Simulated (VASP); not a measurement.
Band structure of ZnF2 (rutile). Method: AM05 GGA, VASP's PBE PAW potentials (set 64) (plane waves; VASP).

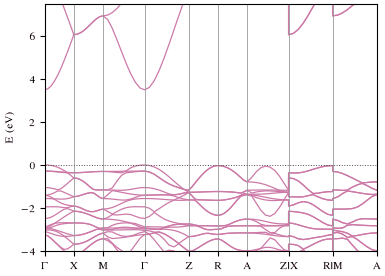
Bands along high-symmetry lines, zero at the valence-band maximum or, without a gap, the Fermi level

Task: Read the plot: is there a gap, and where are the band edges?

Result: The gap is direct, 3.49 eV, from the valence maximum at Γ to the conduction minimum at Γ. (Edges off the drawn lines would not show.)

Measured: gap 7.50 eV (computed value off by -4.01 eV), as given by Dominik Kurzydłowski et al., Inorganic Chemistry (2020), arXiv:1912.01850 [midpoint of the printed range].

The compound is ZnF2 in the rutile structure. It was relaxed first.
